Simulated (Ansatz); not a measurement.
**B2Si (triplet): B2PLYP, RPA-PBE over vertical spin and charge gaps, cc-pVTZ**

Aim: run B2Si (triplet) with these functionals over vertical spin and charge gaps, and hold them against the top wave-function level at the same points.

Computed with Ansatz 0.2.0, Gaussian basis. Level: cc-pVTZ, all electrons in the functionals, frozen cores in the correlation of double hybrids and RPA.

To be run: B2PLYP, RPA-PBE, at charge 0, triplet; charge 0, singlet; charge 0, quintet; charge 1, doublet; charge 1, quartet.

8 further runs of the same task are left out: 2 for a known fault of the program, 6 set aside as unsound or not needed.

## 1. The system

The geometry is a PBE0/def2-TZVP stationary point (not a proven minimum).

3 atoms, charge 0, spin multiplicity 3.

Atoms are counted from 1 here; the program's logs count them from 0.

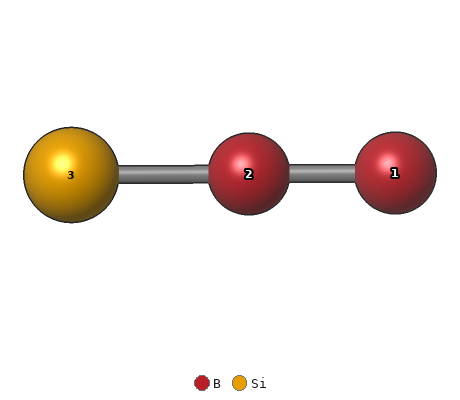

The structure; boron red, silicon amber; atoms are numbered from 1 in the order of the file.

No dispersion term is added.

The geometry shown and the zero of energy belong to the point charge 0, triplet. The yardstick, UCCSD(T), and other wave-function levels (R restricted, U unrestricted, valence and pair active spaces) come from earlier runs.

## 2. B2PLYP, charge 0, triplet

Contents of in.yaml:

```yaml
crystal:
  periodic: [false, false, false]
  atoms:
    - {symbol: B, position_ang: [0.000000, 0.000000, -1.652467]}
    - {symbol: B, position_ang: [0.000000, 0.000000, -0.109467]}
    - {symbol: Si, position_ang: [0.000000, 0.000000, 1.761933]}
basis:
  gaussian: {orbitals: cc-pVTZ}
magnetization: {spin_polarized: true, initial_magnetization: 2}
hamiltonian: {xc: {name: B2PLYP}}
correlation: {electrons: outside_noble_gas}
```

On the command line:

```bash
ansatz run in.yaml --threads 2 --pin off --events-out ev --progress --plain --max-ram 24576MiB --backend cuda --devices 0, --max-vram 18GiB
```

Output:

```text
Functional definition: B2PLYP
  name "B2PLYP"
  cite "Grimme, J. Chem. Phys. 124, 034108 (2006) doi:10.1063/1.2148954"
  cite "Becke, Phys. Rev. A 38, 3098 (1988) doi:10.1103/PhysRevA.38.3098"
  cite "Lee, Yang & Parr, Phys. Rev. B 37, 785 (1988) doi:10.1103/PhysRevB.37.785"
  parameter a = 0.53
  parameter c = 0.27
  exchange = (1 - a)*b88_x + a*exact_x
  correlation = (1 - c)*lyp_c + c*(mp2_os + mp2_ss)
568 factors; integrals over basis functions are off by at most 1.0e-3 eV
mean field evaluation 1: about -9213.2777 eV, gradient 1.9e1 eV
mean field evaluation 2: about -9213.4293 eV, gradient 1.9e1 eV
mean field evaluation 4: about -9215.9663 eV, gradient 6.7e0 eV
mean field evaluation 8: about -9216.5146 eV, gradient 9.2e-1 eV
mean field evaluation 16: about -9216.6396 eV, gradient 1.5e0 eV
mean field evaluation 32: about -9216.3449 eV, gradient 2.1e0 eV
mean field evaluation 64: about -9216.5949 eV, gradient 1.3e0 eV
mean field evaluation 96: about -9215.8062 eV, gradient 4.3e0 eV
mean field -9216.69919176 eV, -338.7074479942 hartree, gradient 1.9e-6 eV, S^2 2.450819; 10 other end points of the search recorded, 0 dependent functions left out
7 core orbitals not correlated: weight in the atoms' cores, before any rotation towards them, 1.000 or more for the frozen orbitals, at most 0.000 for the correlated occupied ones
reference -9216.69931876 eV, -338.7074526613 hartree; 6, 4 occupied and 81, 83 virtual orbitals, 568 factors
second order -7.56823588 eV of doubles, -0.00000000 eV of singles
Total energy: -9218.74274245 eV, -338.7825470967 hartree
```

It took 7.5 s on 1 × H100 (card shared with other runs) with 2 threads of AMD EPYC 7R13, shared host; peak host memory 0.76 GiB.

From the report: ⟨S²⟩ of the determinant 2.451 (pure triplet: 2.00).

## 3. B2PLYP, charge 0, singlet

Edit in.yaml of step 2 so:

```diff
@@ -8,3 +8,3 @@
   gaussian: {orbitals: cc-pVTZ}
-magnetization: {spin_polarized: true, initial_magnetization: 2}
+magnetization: {spin_polarized: true, initial_magnetization: 0}
 hamiltonian: {xc: {name: B2PLYP}}
```

On the command line:

```bash
ansatz run in.yaml --threads 1 --pin off --events-out ev --progress --plain --max-ram 4096MiB --backend cpu
```

Output, cut to the lines that bear on the results:

```text
Functional definition: B2PLYP
  name "B2PLYP"
  cite "Grimme, J. Chem. Phys. 124, 034108 (2006) doi:10.1063/1.2148954"
  cite "Becke, Phys. Rev. A 38, 3098 (1988) doi:10.1103/PhysRevA.38.3098"
  cite "Lee, Yang & Parr, Phys. Rev. B 37, 785 (1988) doi:10.1103/PhysRevB.37.785"
[...]
568 factors; integrals over basis functions are off by at most 1.0e-3 eV
[...]
mean field -9216.54276771 eV, -338.7016995162 hartree, gradient 5.6e-6 eV, S^2 1.440106; 16 other end points of the search recorded, 0 dependent functions left out
7 core orbitals not correlated: weight in the atoms' cores, before any rotation towards them, 1.000 or more for the frozen orbitals, at most 0.000 for the correlated occupied ones
reference -9216.54289195 eV, -338.7017040820 hartree; 5, 5 occupied and 82, 82 virtual orbitals, 568 factors
second order -7.58016756 eV of doubles, -0.00000000 eV of singles
Total energy: -9218.58953719 eV, -338.7769169074 hartree
```

Wall time 17 s (1 thread of AMD EPYC 7R13, shared host).

From the report: ⟨S²⟩ of the determinant 1.440 (pure singlet: 0.00). The determinant is far from a pure spin state, so its energy mixes those of several spin states (harmless only where they are near-degenerate, as at dissociation).

From charge 0, triplet: +3.5 kcal/mol.

## 4. B2PLYP, charge 0, quintet

Edit in.yaml of step 3 so:

```diff
@@ -8,3 +8,3 @@
   gaussian: {orbitals: cc-pVTZ}
-magnetization: {spin_polarized: true, initial_magnetization: 0}
+magnetization: {spin_polarized: true, initial_magnetization: 4}
 hamiltonian: {xc: {name: B2PLYP}}
```

On the command line:

```bash
ansatz run in.yaml --threads 2 --pin off --events-out ev --progress --plain --max-ram 24576MiB --backend cuda --devices 0, --max-vram 18GiB
```

Output, cut to the lines that bear on the results:

```text
Functional definition: B2PLYP
  name "B2PLYP"
  cite "Grimme, J. Chem. Phys. 124, 034108 (2006) doi:10.1063/1.2148954"
  cite "Becke, Phys. Rev. A 38, 3098 (1988) doi:10.1103/PhysRevA.38.3098"
  cite "Lee, Yang & Parr, Phys. Rev. B 37, 785 (1988) doi:10.1103/PhysRevB.37.785"
[...]
568 factors; integrals over basis functions are off by at most 1.0e-3 eV
[...]
mean field -9215.99815723 eV, -338.6816854504 hartree, gradient 1.7e-6 eV, S^2 6.010831; 2 other end points of the search recorded, 0 dependent functions left out
7 core orbitals not correlated: weight in the atoms' cores, before any rotation towards them, 1.000 or more for the frozen orbitals, at most 0.000 for the correlated occupied ones
reference -9215.99827927 eV, -338.6816899352 hartree; 7, 3 occupied and 80, 84 virtual orbitals, 568 factors
second order -6.58167731 eV of doubles, -0.00000000 eV of singles
Total energy: -9217.77533214 eV, -338.7469954238 hartree
```

Wall time 2.6 s (1 × H100 (card shared with other runs) with 2 threads of AMD EPYC 7R13, shared host); peak host memory 0.74 GiB.

From the report: ⟨S²⟩ of the determinant 6.011 (pure quintet: 6.00).

From charge 0, triplet: +22.3 kcal/mol.

## 5. B2PLYP, charge 1, doublet

Edit in.yaml of step 4 so:

```diff
@@ -8,3 +8,4 @@
   gaussian: {orbitals: cc-pVTZ}
-magnetization: {spin_polarized: true, initial_magnetization: 4}
+total_charge: 1
+magnetization: {spin_polarized: true, initial_magnetization: 1}
 hamiltonian: {xc: {name: B2PLYP}}
```

Launched as before.

Output, cut to the lines that bear on the results:

```text
Functional definition: B2PLYP
  name "B2PLYP"
  cite "Grimme, J. Chem. Phys. 124, 034108 (2006) doi:10.1063/1.2148954"
  cite "Becke, Phys. Rev. A 38, 3098 (1988) doi:10.1103/PhysRevA.38.3098"
  cite "Lee, Yang & Parr, Phys. Rev. B 37, 785 (1988) doi:10.1103/PhysRevB.37.785"
[...]
568 factors; integrals over basis functions are off by at most 1.0e-3 eV
[...]
mean field -9208.74855315 eV, -338.4152674142 hartree, gradient 3.6e-6 eV, S^2 1.760577; 26 other end points of the search recorded, 0 dependent functions left out
7 core orbitals not correlated: weight in the atoms' cores, before any rotation towards them, 1.000 or more for the frozen orbitals, at most 0.000 for the correlated occupied ones
reference -9208.74868082 eV, -338.4152721060 hartree; 5, 4 occupied and 82, 83 virtual orbitals, 568 factors
second order -6.15868576 eV of doubles, -0.00000000 eV of singles
Total energy: -9210.41152597 eV, -338.4763805384 hartree
```

Run time: 10 s. Hardware: 1 × H100 (card shared with other runs) with 2 threads of AMD EPYC 7R13, shared host; peak host memory 0.77 GiB.

From the report: ⟨S²⟩ of the determinant 1.761 (pure doublet: 0.75). The determinant is far from a pure spin state, so its energy mixes those of several spin states (harmless only where they are near-degenerate, as at dissociation).

From charge 0, triplet: +192.1 kcal/mol.

## 6. B2PLYP, charge 1, quartet

Edit in.yaml of step 5 so:

```diff
@@ -9,3 +9,3 @@
 total_charge: 1
-magnetization: {spin_polarized: true, initial_magnetization: 1}
+magnetization: {spin_polarized: true, initial_magnetization: 3}
 hamiltonian: {xc: {name: B2PLYP}}
```

The command is unchanged.

Output, cut to the lines that bear on the results:

```text
Functional definition: B2PLYP
  name "B2PLYP"
  cite "Grimme, J. Chem. Phys. 124, 034108 (2006) doi:10.1063/1.2148954"
  cite "Becke, Phys. Rev. A 38, 3098 (1988) doi:10.1103/PhysRevA.38.3098"
  cite "Lee, Yang & Parr, Phys. Rev. B 37, 785 (1988) doi:10.1103/PhysRevB.37.785"
[...]
568 factors; integrals over basis functions are off by at most 1.0e-3 eV
[...]
mean field -9209.06199056 eV, -338.4267860265 hartree, gradient 2.8e-6 eV, S^2 3.755226; 6 other end points of the search recorded, 0 dependent functions left out
7 core orbitals not correlated: weight in the atoms' cores, before any rotation towards them, 1.000 or more for the frozen orbitals, at most 0.000 for the correlated occupied ones
reference -9209.06211889 eV, -338.4267907426 hartree; 6, 3 occupied and 81, 84 virtual orbitals, 568 factors
second order -6.20396675 eV of doubles, -0.00000000 eV of singles
Total energy: -9210.73718991 eV, -338.4883484673 hartree
```

Wall time 9 s (1 × H100 (card shared with other runs) with 2 threads of AMD EPYC 7R13, shared host); peak host memory 0.74 GiB.

From the report: ⟨S²⟩ of the determinant 3.755 (pure quartet: 3.75).

From charge 0, triplet: +184.6 kcal/mol.

## 7. RPA-PBE, charge 0, triplet

Contents of in.yaml:

```yaml
crystal:
  periodic: [false, false, false]
  atoms:
    - {symbol: B, position_ang: [0.000000, 0.000000, -1.652467]}
    - {symbol: B, position_ang: [0.000000, 0.000000, -0.109467]}
    - {symbol: Si, position_ang: [0.000000, 0.000000, 1.761933]}
basis:
  gaussian: {orbitals: cc-pVTZ}
magnetization: {spin_polarized: true, initial_magnetization: 2}
hamiltonian: {xc: {name: PBE}}
correlation: {method: rpa, electrons: outside_noble_gas}
```

The command is unchanged.

Output, cut to the lines that bear on the results:

```text
Functional definition: PBE
  name "PBE"
  cite "Perdew, Burke & Ernzerhof, Phys. Rev. Lett. 77, 3865 (1996) doi:10.1103/PhysRevLett.77.3865"
  parent pbe
[...]
568 factors; integrals over basis functions are off by at most 1.0e-3 eV
[...]
mean field -9217.45455490 eV, -338.7352070776 hartree, gradient 3.8e-6 eV, S^2 2.076515; 10 other end points of the search recorded, 0 dependent functions left out
7 core orbitals not correlated: weight in the atoms' cores, before any rotation towards them, 1.000 or more for the frozen orbitals, at most 0.000 for the correlated occupied ones
reference -9199.09365734 eV, -338.0604565377 hartree; 6, 4 occupied and 81, 83 virtual orbitals, 568 factors
Total energy: -9211.69911143 eV, -338.5236984312 hartree
```

Wall time 7.5 s (1 × H100 (card shared with other runs) with 2 threads of AMD EPYC 7R13, shared host); peak host memory 0.85 GiB.

From the report: ⟨S²⟩ of the determinant 2.077 (pure triplet: 2.00).

## 8. RPA-PBE, charge 0, singlet

Edit in.yaml of step 7 so:

```diff
@@ -8,3 +8,3 @@
   gaussian: {orbitals: cc-pVTZ}
-magnetization: {spin_polarized: true, initial_magnetization: 2}
+magnetization: {spin_polarized: true, initial_magnetization: 0}
 hamiltonian: {xc: {name: PBE}}
```

On the command line:

```bash
ansatz run in.yaml --threads 1 --pin off --events-out ev --progress --plain --max-ram 4096MiB --backend cpu
```

Output, cut to the lines that bear on the results:

```text
Functional definition: PBE
  name "PBE"
  cite "Perdew, Burke & Ernzerhof, Phys. Rev. Lett. 77, 3865 (1996) doi:10.1103/PhysRevLett.77.3865"
  parent pbe
[...]
568 factors; integrals over basis functions are off by at most 1.0e-3 eV
[...]
mean field -9217.29830110 eV, -338.7294648561 hartree, gradient 8.4e-6 eV, S^2 1.065945; 23 other end points of the search recorded, 0 dependent functions left out
7 core orbitals not correlated: weight in the atoms' cores, before any rotation towards them, 1.000 or more for the frozen orbitals, at most 0.000 for the correlated occupied ones
reference -9198.82678329 eV, -338.0506490973 hartree; 5, 5 occupied and 82, 82 virtual orbitals, 568 factors
Total energy: -9211.55349920 eV, -338.5183472805 hartree
```

Wall time 23 s (1 thread of AMD EPYC 7R13, shared host).

From the report: ⟨S²⟩ of the determinant 1.066 (pure singlet: 0.00). The determinant is far from a pure spin state, so its energy mixes those of several spin states (harmless only where they are near-degenerate, as at dissociation).

From charge 0, triplet: +3.4 kcal/mol.

## 9. RPA-PBE, charge 0, quintet

Edit in.yaml of step 8 so:

```diff
@@ -8,3 +8,3 @@
   gaussian: {orbitals: cc-pVTZ}
-magnetization: {spin_polarized: true, initial_magnetization: 0}
+magnetization: {spin_polarized: true, initial_magnetization: 4}
 hamiltonian: {xc: {name: PBE}}
```

On the command line:

```bash
ansatz run in.yaml --threads 2 --pin off --events-out ev --progress --plain --max-ram 24576MiB --backend cuda --devices 0, --max-vram 18GiB
```

Output, cut to the lines that bear on the results:

```text
Functional definition: PBE
  name "PBE"
  cite "Perdew, Burke & Ernzerhof, Phys. Rev. Lett. 77, 3865 (1996) doi:10.1103/PhysRevLett.77.3865"
  parent pbe
[...]
568 factors; integrals over basis functions are off by at most 1.0e-3 eV
[...]
mean field -9216.37253579 eV, -338.6954436086 hartree, gradient 2.5e-6 eV, S^2 6.007531; 12 other end points of the search recorded, 0 dependent functions left out
7 core orbitals not correlated: weight in the atoms' cores, before any rotation towards them, 1.000 or more for the frozen orbitals, at most 0.000 for the correlated occupied ones
reference -9199.38206612 eV, -338.0710553649 hartree; 7, 3 occupied and 80, 84 virtual orbitals, 568 factors
Total energy: -9210.62032482 eV, -338.4840537543 hartree
```

It took 5.5 s on 1 × H100 (card shared with other runs) with 2 threads of AMD EPYC 7R13, shared host; peak host memory 0.85 GiB.

From the report: ⟨S²⟩ of the determinant 6.008 (pure quintet: 6.00).

From charge 0, triplet: +24.9 kcal/mol.

## 10. RPA-PBE, charge 1, doublet

Edit in.yaml of step 9 so:

```diff
@@ -8,3 +8,4 @@
   gaussian: {orbitals: cc-pVTZ}
-magnetization: {spin_polarized: true, initial_magnetization: 4}
+total_charge: 1
+magnetization: {spin_polarized: true, initial_magnetization: 1}
 hamiltonian: {xc: {name: PBE}}
```

Launched as before.

Output, cut to the lines that bear on the results:

```text
Functional definition: PBE
  name "PBE"
  cite "Perdew, Burke & Ernzerhof, Phys. Rev. Lett. 77, 3865 (1996) doi:10.1103/PhysRevLett.77.3865"
  parent pbe
[...]
568 factors; integrals over basis functions are off by at most 1.0e-3 eV
[...]
mean field -9208.83346572 eV, -338.4183878936 hartree, gradient 1.4e-6 eV, S^2 1.759408; 21 other end points of the search recorded, 0 dependent functions left out
7 core orbitals not correlated: weight in the atoms' cores, before any rotation towards them, 1.000 or more for the frozen orbitals, at most 0.000 for the correlated occupied ones
reference -9192.10126717 eV, -337.8034909386 hartree; 5, 4 occupied and 82, 83 virtual orbitals, 568 factors
Total energy: -9202.99246927 eV, -338.2037352335 hartree
```

It took 9 s on 1 × H100 (card shared with other runs) with 2 threads of AMD EPYC 7R13, shared host; peak host memory 0.86 GiB.

From the report: ⟨S²⟩ of the determinant 1.759 (pure doublet: 0.75). The determinant is far from a pure spin state, so its energy mixes those of several spin states (harmless only where they are near-degenerate, as at dissociation).

From charge 0, triplet: +200.8 kcal/mol.

## 11. RPA-PBE, charge 1, quartet

Edit in.yaml of step 10 so:

```diff
@@ -9,3 +9,3 @@
 total_charge: 1
-magnetization: {spin_polarized: true, initial_magnetization: 1}
+magnetization: {spin_polarized: true, initial_magnetization: 3}
 hamiltonian: {xc: {name: PBE}}
```

The command is unchanged.

Output, cut to the lines that bear on the results:

```text
Functional definition: PBE
  name "PBE"
  cite "Perdew, Burke & Ernzerhof, Phys. Rev. Lett. 77, 3865 (1996) doi:10.1103/PhysRevLett.77.3865"
  parent pbe
[...]
568 factors; integrals over basis functions are off by at most 1.0e-3 eV
[...]
mean field -9209.18060498 eV, -338.4311450262 hartree, gradient 1.5e-6 eV, S^2 3.754239; 6 other end points of the search recorded, 0 dependent functions left out
7 core orbitals not correlated: weight in the atoms' cores, before any rotation towards them, 1.000 or more for the frozen orbitals, at most 0.000 for the correlated occupied ones
reference -9192.59908466 eV, -337.8217853939 hartree; 6, 3 occupied and 81, 84 virtual orbitals, 568 factors
Total energy: -9203.30899790 eV, -338.2153674458 hartree
```

Wall time 17 s (1 × H100 (card shared with other runs) with 2 threads of AMD EPYC 7R13, shared host); peak host memory 0.84 GiB.

From the report: ⟨S²⟩ of the determinant 3.754 (pure quartet: 3.75).

From charge 0, triplet: +193.5 kcal/mol.

## 12. The comparison

No level is safe as a reference over these points; UCCSD(T) serves as a yardstick only. It comes from earlier runs at the same points. Energies in kcal/mol, counted from charge 0, triplet; blanks weren't run or aren't comparable.

| level | triplet to singlet | triplet to quintet | ionisation to the doublet cation | ionisation to the quartet cation |
| --- | --- | --- | --- | --- |
| UCCSD(T) | 4.4 | 22.2 | 195.3 | 187.3 |
| B2PLYP | 3.5 | 22.3 | 192.1 | 184.6 |
| RPA-PBE | 3.4 | 24.9 | 200.8 | 193.5 |

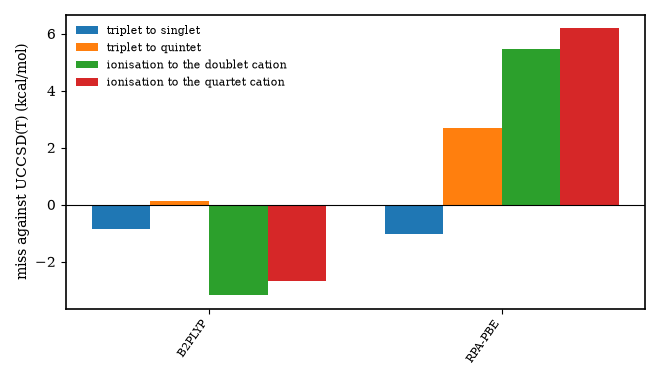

Misses of the gaps against UCCSD(T).

Largest miss and mean time a point (UCCSD(T) took 23 s a point; shared hosts):

| level | largest miss (kcal/mol) | where | time a point |
| --- | --- | --- | --- |
| B2PLYP | -3.2 | ionisation to the doublet cation | 9.1 s |
| RPA-PBE | +6.2 | ionisation to the quartet cation | 12 s |

## 13. Summary of results

| quantity | value |
| --- | --- |
| triplet to singlet, UCCSD(T) | 4.4 kcal/mol |
| triplet to quintet, UCCSD(T) | 22.2 kcal/mol |
| ionisation to the doublet cation, UCCSD(T) | 195.3 kcal/mol |
| ionisation to the quartet cation, UCCSD(T) | 187.3 kcal/mol |
| largest miss, B2PLYP | -3.2 kcal/mol (ionisation to the doublet cation) |
| largest miss, RPA-PBE | +6.2 kcal/mol (ionisation to the quartet cation) |

In words: Of the functionals, B2PLYP keep the smallest largest miss at the points compared (at most 3.2 kcal/mol) and RPA-PBE strays most (6.2 kcal/mol, at ionisation to the quartet cation). B2PLYP, RPA-PBE clearly break the spin symmetry at some points (⟨S²⟩ up to 1.44 above the pure value), so energy there is bought with a mixed spin. Functionals and the yardstick converge differently with the basis, so part of each miss in cc-pVTZ is the basis. The yardstick itself may be off where one determinant is a poor start.
